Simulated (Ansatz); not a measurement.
**Run report: GaN$_{2}$H$_{9}$, geometry relaxation (part 2 of 3)**

The same run, continued: GaN$_{2}$H$_{9}$; RKS PBE0-D4/def2-TZVP (Ansatz 0.2.0). The geometry is a transition state displaced along its imaginary mode. The reaction was set up to form Ga1–N6, H5–N8 and H2–H7 and to break Ga1–H2, H5–N6 and H7–N8 (atoms counted from 1 in the order of the input); sticks are drawn by distance alone.

Geometry of the input (Å):
```
Ga -0.9987  0.5326  -1.0941
H  0.6291  0.5959  -1.3199
H  -1.5232  -0.5056  -2.1782
H  -1.4853  2.0432  -1.0683
H  0.5754  -0.4528  0.9584
N  -1.0755  -0.2739  0.7226
H  1.3039  0.0718  -0.2947
N  1.5691  -0.3184  0.5625
H  -1.5647  0.3357  1.3742
H  -1.6284  -1.1291  0.7142
H  2.1277  0.3069  1.1418
H  2.0707  -1.2064  0.4815
```

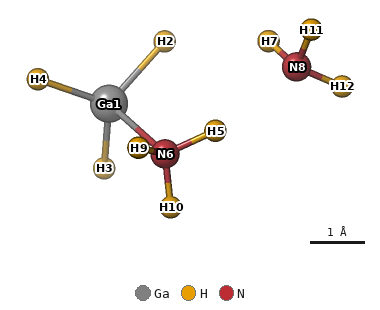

Fig. 1: The geometry at step 14 of the log (ball-and-stick view, seen at a tilt; atoms are numbered from 1 in the order of the input).

Trajectory as extended XYZ, continued
```
12
Properties=species:S:1:pos:R:3:forces:R:3 step=4 energy=-55495.40092
Ga   -1.0158    0.5634   -1.1787    0.1096   0.2215  -0.4517
H     0.6163    0.6741   -1.4869   -0.3296   0.0203  -0.0341
H    -1.7246   -0.5058   -2.1145    0.0413   0.0109   0.0449
H    -1.6849    1.9951   -1.0157    0.0438  -0.0574   0.0205
H     0.3312   -0.3555    0.7646   -1.6399  -0.1591   0.4988
N    -0.9292   -0.2524    0.6582    0.1463   0.0228  -0.0324
H     1.5942    0.0833   -0.3050    0.0735  -0.4834   1.0151
N     1.5732   -0.3618    0.6625    1.2576   0.5056  -1.0951
H    -1.3581    0.3523    1.3455    0.0202   0.0591   0.0804
H    -1.4295   -1.1302    0.6888    0.0150  -0.1109   0.0125
H     2.0471    0.2242    1.3371    0.1186  -0.0194  -0.0342
H     1.9803   -1.2864    0.6441    0.1438  -0.0100  -0.0247
12
Properties=species:S:1:pos:R:3:forces:R:3 step=5 energy=-55495.65328
Ga   -1.0158    0.5844   -1.2292    0.0740   0.2839  -0.5771
H     0.5955    0.6939   -1.5333   -0.4405   0.0412  -0.0693
H    -1.7861   -0.5045   -2.0981    0.0931   0.0382   0.0869
H    -1.7481    1.9816   -1.0008    0.1014  -0.1164   0.0251
H     0.1393   -0.3354    0.7381    0.8531  -0.3545   0.6635
N    -0.8753   -0.2425    0.6304   -2.9275   0.2689  -0.2458
H     1.6739    0.0599   -0.2487    0.0479  -0.3343   0.7149
N     1.5961   -0.3747    0.6925    1.5800   0.3059  -0.7212
H    -1.2798    0.3640    1.3325    0.0170  -0.0114   0.0247
H    -1.3543   -1.1327    0.6740    0.0272  -0.0270   0.0267
H     2.0614    0.2075    1.3733    0.2764  -0.0957   0.0046
H     1.9932   -1.3015    0.6693    0.2980   0.0010   0.0670
12
Properties=species:S:1:pos:R:3:forces:R:3 step=6 energy=-55496.02480
Ga   -1.0509    0.6239   -1.3138   -0.1891  -0.0523   0.1237
H     0.5095    0.7062   -1.5611    0.1728   0.0535  -0.1200
H    -1.8360   -0.4744   -2.1197   -0.0260  -0.1185  -0.0801
H    -1.7957    1.9793   -1.0338   -0.0243   0.1456   0.0315
H     0.0329   -0.3527    0.7816    0.7072  -0.2608   0.5008
N    -0.9640   -0.2323    0.6174   -1.3183   0.3010  -0.4918
H     1.7423    0.0239   -0.1680    0.0906   0.0748  -0.1915
N     1.7314   -0.4052    0.7497    0.3058  -0.0458   0.0649
H    -1.3731    0.3663    1.3177    0.0031   0.1874   0.1174
H    -1.4477   -1.1147    0.6648   -0.0226  -0.2354  -0.0556
H     2.2593    0.1791    1.3779    0.1580   0.1010   0.1174
H     2.1919   -1.2994    0.6873    0.1428  -0.1505  -0.0166
12
Properties=species:S:1:pos:R:3:forces:R:3 step=7 energy=-55496.08575
Ga   -1.0755    0.6071   -1.2717    0.0538   0.1964  -0.5003
H     0.5068    0.6932   -1.5014   -0.0316   0.0095  -0.0095
H    -1.8146   -0.4692   -2.1676   -0.0093  -0.0474   0.0911
H    -1.7893    2.0058   -1.0740   -0.0169  -0.0329   0.1071
H    -0.0984   -0.4532    0.8326    0.1152   0.0720   0.2372
N    -1.0835   -0.2377    0.6204   -0.2720   0.0180   0.2797
H     1.7502    0.0251   -0.1659    0.2106  -0.2923   0.6270
N     1.8679   -0.4157    0.7634   -0.2176   0.2524  -0.4638
H    -1.4502    0.4206    1.3132    0.1805  -0.4177  -0.2575
H    -1.6203   -1.1007    0.6537    0.0138   0.2348   0.0616
H     2.4201    0.2018    1.3480   -0.0479  -0.0215  -0.1081
H     2.3870   -1.2769    0.6492    0.0215   0.0286  -0.0646
12
Properties=species:S:1:pos:R:3:forces:R:3 step=8 energy=-55496.11441
Ga   -1.0594    0.6227   -1.3279   -0.0827   0.0122   0.0988
H     0.5156    0.6942   -1.5645   -0.0166   0.0264  -0.0616
H    -1.8431   -0.4901   -2.1299    0.0049  -0.0090  -0.0364
H    -1.7859    1.9942   -1.0273    0.0044   0.0336  -0.0448
H    -0.0648   -0.3806    0.8636   -0.1822  -0.1041  -0.0639
N    -1.0624   -0.2232    0.6122    0.2715  -0.0466   0.1046
H     1.8101    0.0323   -0.1592   -0.0421   0.0902  -0.1862
N     1.8184   -0.4172    0.7485    0.2550  -0.2090   0.1880
H    -1.4639    0.3795    1.3165   -0.1177   0.1540  -0.0002
H    -1.5599   -1.1036    0.6509    0.0195  -0.0590  -0.0508
H     2.3547    0.1752    1.3712   -0.0004   0.0077   0.0187
H     2.3407   -1.2834    0.6460   -0.1135   0.1035   0.0337
12
Properties=species:S:1:pos:R:3:forces:R:3 step=9 energy=-55496.12591
Ga   -1.0738    0.6278   -1.3223    0.0004   0.0009  -0.0088
H     0.4991    0.7172   -1.5822   -0.0252   0.0063  -0.0118
H    -1.8454   -0.4892   -2.1349   -0.0014   0.0056   0.0036
H    -1.8035    2.0016   -1.0353   -0.0068  -0.0022  -0.0014
H    -0.0785   -0.3967    0.8787   -0.0082  -0.0117   0.0118
N    -1.0640   -0.2276    0.6146    0.0019   0.0008   0.0305
H     1.8153    0.0173   -0.1529   -0.0030  -0.0027   0.0034
N     1.8487   -0.4197    0.7655    0.0682  -0.0165   0.0273
H    -1.4845    0.3922    1.2971    0.0035  -0.0101  -0.0309
H    -1.5683   -1.1060    0.6385    0.0081   0.0212  -0.0146
H     2.4043    0.1777    1.3666   -0.0163  -0.0145  -0.0144
H     2.3507   -1.2946    0.6666   -0.0213   0.0228   0.0053
12
Properties=species:S:1:pos:R:3:forces:R:3 step=10 energy=-55496.12655
Ga   -1.0768    0.6341   -1.3221   -0.0048   0.0042  -0.0085
H     0.4940    0.7521   -1.5761   -0.0089  -0.0004  -0.0080
H    -1.8269   -0.4949   -2.1377   -0.0012  -0.0006   0.0032
H    -1.8325    1.9942   -1.0389   -0.0091   0.0030   0.0015
H    -0.0776   -0.3894    0.8823   -0.0072  -0.0130   0.0122
N    -1.0620   -0.2215    0.6150    0.0019   0.0004   0.0159
H     1.8153   -0.0159   -0.1604    0.0038   0.0317  -0.0082
N     1.8534   -0.4294    0.7679    0.0273  -0.0250   0.0203
H    -1.4872    0.3968    1.2956    0.0033  -0.0042  -0.0193
H    -1.5646   -1.1008    0.6353    0.0055   0.0146  -0.0091
H     2.4119    0.1811    1.3521   -0.0073   0.0023  -0.0133
H     2.3531   -1.3063    0.6870   -0.0032  -0.0129   0.0132
12
Properties=species:S:1:pos:R:3:forces:R:3 step=11 energy=-55496.12731
Ga   -1.0921    0.6383   -1.3298    0.0135  -0.0063   0.0044
H     0.4755    0.7641   -1.5934    0.0011   0.0049  -0.0091
H    -1.8427   -0.4970   -2.1368   -0.0015  -0.0017   0.0025
H    -1.8591    1.9911   -1.0405   -0.0042   0.0012   0.0031
H    -0.0723   -0.3929    0.8759    0.0001   0.0039  -0.0084
N    -1.0550   -0.2177    0.6083   -0.0182  -0.0022   0.0017
H     1.8505   -0.0141   -0.1508   -0.0063  -0.0029   0.0068
N     1.8642   -0.4350    0.7751    0.0104   0.0008  -0.0027
H    -1.4759    0.4045    1.2876    0.0010  -0.0035  -0.0010
H    -1.5646   -1.0928    0.6286    0.0017   0.0069   0.0008
H     2.4148    0.1682    1.3739    0.0022   0.0000   0.0027
H     2.3568   -1.3167    0.7018    0.0001  -0.0012  -0.0009
12
Properties=species:S:1:pos:R:3:forces:R:3 step=12 energy=-55496.12745
Ga   -1.0914    0.6375   -1.3307    0.0004   0.0022   0.0010
H     0.4752    0.7735   -1.5958   -0.0008   0.0007  -0.0003
H    -1.8357   -0.5039   -2.1352    0.0008  -0.0008   0.0005
H    -1.8679    1.9858   -1.0431    0.0000  -0.0022  -0.0010
H    -0.0737   -0.3914    0.8758   -0.0017   0.0001  -0.0005
N    -1.0562   -0.2147    0.6086   -0.0003  -0.0010   0.0002
H     1.8487   -0.0089   -0.1454    0.0005   0.0012  -0.0009
N     1.8665   -0.4372    0.7769   -0.0012   0.0000   0.0004
H    -1.4754    0.4091    1.2873    0.0005   0.0018   0.0006
H    -1.5675   -1.0886    0.6303   -0.0002  -0.0002  -0.0003
H     2.4223    0.1589    1.3779    0.0010  -0.0004   0.0008
H     2.3552   -1.3201    0.6933    0.0009  -0.0016  -0.0005
12
Properties=species:S:1:pos:R:3:forces:R:3 step=13 energy=-55496.12751
Ga   -1.0918    0.6377   -1.3309   -0.0047   0.0064  -0.0031
H     0.4742    0.7872   -1.5923   -0.0017  -0.0006   0.0026
H    -1.8243   -0.5122   -2.1344    0.0026   0.0007   0.0000
H    -1.8818    1.9799   -1.0486    0.0031  -0.0064  -0.0019
H    -0.0748   -0.3896    0.8765    0.0018  -0.0011   0.0018
N    -1.0567   -0.2108    0.6095    0.0046   0.0012  -0.0009
H     1.8503   -0.0075   -0.1432    0.0030   0.0069  -0.0044
N     1.8686   -0.4405    0.7767   -0.0121  -0.0043   0.0020
H    -1.4742    0.4150    1.2874    0.0004   0.0040   0.0036
H    -1.5702   -1.0832    0.6325   -0.0024  -0.0047   0.0003
H     2.4283    0.1493    1.3801    0.0023   0.0014  -0.0009
H     2.3525   -1.3254    0.6868    0.0030  -0.0036   0.0010
12
Properties=species:S:1:pos:R:3:forces:R:3 step=14 energy=-55496.12761
Ga   -1.0928    0.6374   -1.3312   -0.0143   0.0158  -0.0136
H     0.4718    0.8193   -1.5831   -0.0060  -0.0032   0.0087
H    -1.7957   -0.5320   -2.1346    0.0080   0.0069   0.0050
H    -1.9143    1.9646   -1.0624    0.0111  -0.0185  -0.0037
H    -0.0760   -0.3864    0.8774    0.0070  -0.0039   0.0035
N    -1.0571   -0.2015    0.6125    0.0114   0.0027  -0.0035
H     1.8537   -0.0013   -0.1378    0.0075   0.0146  -0.0073
N     1.8713   -0.4484    0.7751   -0.0183  -0.0167   0.0071
H    -1.4679    0.4298    1.2891   -0.0013   0.0091   0.0074
H    -1.5769   -1.0697    0.6399   -0.0053  -0.0111   0.0018
H     2.4391    0.1254    1.3865   -0.0001  -0.0009  -0.0099
H     2.3449   -1.3372    0.6688    0.0003   0.0051   0.0044
12
Properties=species:S:1:pos:R:3:forces:R:3 step=15 energy=-55496.12766
Ga   -1.0930    0.6375   -1.3321   -0.0291   0.0247  -0.0243
H     0.4697    0.8743   -1.5617   -0.0344  -0.0070   0.0118
H    -1.7428   -0.5673   -2.1339    0.0260   0.0381   0.0196
H    -1.9698    1.9373   -1.0852    0.0374  -0.0535  -0.0144
H    -0.0775   -0.3823    0.8784    0.0116  -0.0060   0.0053
N    -1.0570   -0.1853    0.6176    0.0088   0.0008   0.0004
H     1.8572    0.0081   -0.1312    0.0161   0.0169   0.0073
N     1.8732   -0.4620    0.7703    0.0013  -0.0387   0.0132
H    -1.4551    0.4564    1.2921    0.0011   0.0083   0.0065
H    -1.5892   -1.0459    0.6533   -0.0044  -0.0090   0.0042
H     2.4537    0.0857    1.3949   -0.0190  -0.0191  -0.0428
H     2.3307   -1.3567    0.6375   -0.0152   0.0447   0.0132
12
Properties=species:S:1:pos:R:3:forces:R:3 step=16 energy=-55496.12797
Ga   -1.0907    0.6360   -1.3302   -0.0192   0.0204  -0.0238
H     0.4725    0.8642   -1.5610   -0.0249  -0.0031   0.0111
H    -1.7451   -0.5622   -2.1359    0.0176   0.0242   0.0181
H    -1.9587    1.9399   -1.0840    0.0260  -0.0396  -0.0073
H    -0.0768   -0.3861    0.8791    0.0147  -0.0025   0.0025
N    -1.0566   -0.1884    0.6193   -0.0038   0.0001  -0.0020
H     1.8541    0.0115   -0.1341    0.0091   0.0070   0.0118
N     1.8686   -0.4590    0.7675    0.0093  -0.0284   0.0081
H    -1.4535    0.4537    1.2943    0.0020   0.0044   0.0023
H    -1.5894   -1.0487    0.6558   -0.0039  -0.0038   0.0026
H     2.4457    0.0909    1.3929   -0.0140  -0.0157  -0.0324
H     2.3300   -1.3518    0.6364   -0.0129   0.0369   0.0090
12
Properties=species:S:1:pos:R:3:forces:R:3 step=17 energy=-55496.12842
Ga   -1.0867    0.6344   -1.3292   -0.0074   0.0066  -0.0079
H     0.4757    0.8796   -1.5444   -0.0191   0.0007   0.0027
H    -1.7184   -0.5741   -2.1358    0.0120   0.0176   0.0102
H    -1.9698    1.9279   -1.0929    0.0125  -0.0228  -0.0069
H    -0.0763   -0.3911    0.8781    0.0056   0.0024   0.0047
N    -1.0559   -0.1844    0.6232   -0.0174  -0.0049   0.0042
H     1.8449    0.0189   -0.1345    0.0062  -0.0094   0.0227
N     1.8616   -0.4633    0.7614    0.0228  -0.0117  -0.0058
H    -1.4423    0.4650    1.2978    0.0084  -0.0073  -0.0067
H    -1.5976   -1.0392    0.6666    0.0018   0.0113   0.0004
H     2.4405    0.0799    1.3909   -0.0123  -0.0130  -0.0218
H     2.3243   -1.3536    0.6187   -0.0131   0.0305   0.0042
12
Properties=species:S:1:pos:R:3:forces:R:3 step=18 energy=-55496.12869
Ga   -1.0804    0.6307   -1.3229    0.0093   0.0076  -0.0508
H     0.4728    0.9785   -1.4928   -0.0655  -0.0145   0.0181
H    -1.6002   -0.6270   -2.1428    0.0269   0.0565   0.0580
H    -2.0530    1.8713   -1.1445    0.0306  -0.0588   0.0055
H    -0.0775   -0.4016    0.8800   -0.0460   0.0231   0.0004
N    -1.0555   -0.1611    0.6415   -0.0555  -0.0198   0.0337
H     1.8344    0.0360   -0.1320    0.0065  -0.0723   0.1002
N     1.8499   -0.4885    0.7428    0.0821   0.0232  -0.0605
H    -1.4028    0.5156    1.3136    0.0400  -0.0706  -0.0595
H    -1.6309   -0.9943    0.7096    0.0481   0.0852  -0.0051
H     2.4425    0.0186    1.3913   -0.0393  -0.0367  -0.0466
H     2.3008   -1.3781    0.5563   -0.0371   0.0772   0.0065
12
Properties=species:S:1:pos:R:3:forces:R:3 step=19 energy=-55496.12946
Ga   -1.0788    0.6340   -1.3276    0.0022  -0.0206   0.0171
H     0.4735    0.9859   -1.4798   -0.0584   0.0031  -0.0138
H    -1.5898   -0.6356   -2.1308    0.0241   0.0532   0.0137
H    -2.0645    1.8605   -1.1380    0.0280  -0.0319  -0.0240
H    -0.0795   -0.3977    0.8768   -0.0489   0.0176  -0.0038
N    -1.0566   -0.1560    0.6366   -0.0253  -0.0231   0.0541
H     1.8402    0.0346   -0.1334   -0.0009  -0.0565   0.0765
N     1.8506   -0.4907    0.7400    0.0665   0.0213  -0.0460
H    -1.4029    0.5214    1.3076    0.0299  -0.0512  -0.0421
H    -1.6335   -0.9874    0.7050    0.0367   0.0629  -0.0049
H     2.4437    0.0125    1.3902   -0.0276  -0.0266  -0.0309
H     2.2977   -1.3815    0.5533   -0.0262   0.0517   0.0042
12
Properties=species:S:1:pos:R:3:forces:R:3 step=20 energy=-55496.13119
Ga   -1.0782    0.6347   -1.3238    0.0123  -0.0015   0.0079
H     0.4623    1.0258   -1.4624   -0.0099   0.0051  -0.0011
H    -1.5439   -0.6439   -2.1319    0.0029  -0.0026   0.0006
H    -2.0933    1.8364   -1.1619   -0.0046  -0.0018  -0.0008
H    -0.0888   -0.3983    0.8827    0.0175   0.0001   0.0010
N    -1.0614   -0.1472    0.6439   -0.0077   0.0020  -0.0048
H     1.8379    0.0260   -0.1338    0.0003   0.0026  -0.0063
N     1.8559   -0.5012    0.7355   -0.0059  -0.0066   0.0066
H    -1.3967    0.5342    1.3139   -0.0002   0.0034  -0.0007
H    -1.6463   -0.9706    0.7162   -0.0043   0.0014  -0.0019
H     2.4567   -0.0037    1.3811    0.0007  -0.0007   0.0008
H     2.2958   -1.3923    0.5406   -0.0010  -0.0015  -0.0013
12
Properties=species:S:1:pos:R:3:forces:R:3 step=21 energy=-55496.13280
Ga   -1.0706    0.6363   -1.3191    0.0037   0.0091  -0.0136
H     0.4476    1.1316   -1.4126   -0.0613  -0.0196   0.0089
H    -1.4216   -0.6853   -2.1257    0.0185   0.0498   0.0362
H    -2.1736    1.7705   -1.2084    0.0386  -0.0492  -0.0036
H    -0.0976   -0.4008    0.8879    0.0230  -0.0059   0.0038
N    -1.0645   -0.1222    0.6582   -0.0217   0.0095  -0.0028
H     1.8281    0.0214   -0.1354    0.0086   0.0139  -0.0202
N     1.8515   -0.5282    0.7192   -0.0177  -0.0168   0.0154
H    -1.3680    0.5778    1.3250    0.0018  -0.0110  -0.0178
H    -1.6755   -0.9254    0.7476    0.0106   0.0190  -0.0043
H     2.4684   -0.0557    1.3684   -0.0002  -0.0007  -0.0008
H     2.2759   -1.4199    0.4948   -0.0039   0.0019  -0.0012
12
Properties=species:S:1:pos:R:3:forces:R:3 step=22 energy=-55496.13338
Ga   -1.0635    0.6376   -1.3143   -0.0098   0.0092  -0.0281
H     0.4305    1.2154   -1.3696   -0.1006  -0.0362   0.0048
H    -1.3175   -0.7156   -2.1146    0.0240   0.1026   0.0642
H    -2.2367    1.7095   -1.2467    0.0904  -0.0882  -0.0058
H    -0.1036   -0.3997    0.8941    0.0260  -0.0059  -0.0094
N    -1.0656   -0.1010    0.6698   -0.0411   0.0122   0.0127
H     1.8316    0.0221   -0.1405    0.0042   0.0103  -0.0158
N     1.8445   -0.5476    0.7011   -0.0049  -0.0195   0.0264
H    -1.3456    0.6131    1.3328    0.0009  -0.0246  -0.0313
H    -1.6959   -0.8882    0.7722    0.0248   0.0337  -0.0051
H     2.4720   -0.1028    1.3602   -0.0064  -0.0087  -0.0125
H     2.2499   -1.4429    0.4555   -0.0075   0.0150  -0.0002
12
Properties=species:S:1:pos:R:3:forces:R:3 step=23 energy=-55496.13481
Ga   -1.0626    0.6382   -1.3137   -0.0127   0.0021  -0.0101
H     0.4251    1.2205   -1.3702   -0.0505  -0.0175   0.0054
H    -1.3105   -0.7137   -2.1092    0.0150   0.0530   0.0319
H    -2.2379    1.7018   -1.2478    0.0507  -0.0495  -0.0039
H    -0.1006   -0.3935    0.8951    0.0262  -0.0104  -0.0098
N    -1.0637   -0.0991    0.6695   -0.0220   0.0178   0.0042
H     1.8330    0.0221   -0.1407    0.0027   0.0125  -0.0186
N     1.8420   -0.5478    0.7006   -0.0064  -0.0139   0.0255
H    -1.3480    0.6135    1.3313   -0.0063  -0.0043  -0.0120
H    -1.6902   -0.8885    0.7710    0.0076   0.0111  -0.0032
H     2.4729   -0.1079    1.3595   -0.0018  -0.0052  -0.0067
H     2.2406   -1.4456    0.4545   -0.0025   0.0042  -0.0026
12
Properties=species:S:1:pos:R:3:forces:R:3 step=24 energy=-55496.13599
Ga   -1.0557    0.6352   -1.3084    0.0009   0.0060  -0.0035
H     0.4177    1.2447   -1.3523   -0.0079  -0.0020   0.0037
H    -1.2666   -0.7217   -2.0972    0.0057  -0.0012   0.0015
H    -2.2480    1.6722   -1.2618   -0.0046   0.0010  -0.0049
H    -0.1000   -0.3849    0.8973    0.0067   0.0011   0.0114
N    -1.0643   -0.0900    0.6751   -0.0005  -0.0015  -0.0064
H     1.8288    0.0307   -0.1410   -0.0001   0.0009   0.0022
N     1.8344   -0.5495    0.6941   -0.0022  -0.0061  -0.0077
H    -1.3492    0.6247    1.3337    0.0022   0.0014  -0.0001
H    -1.6908   -0.8790    0.7775   -0.0010   0.0009   0.0024
H     2.4810   -0.1306    1.3510    0.0002  -0.0020   0.0024
H     2.2128   -1.4517    0.4320    0.0005   0.0015  -0.0008
```
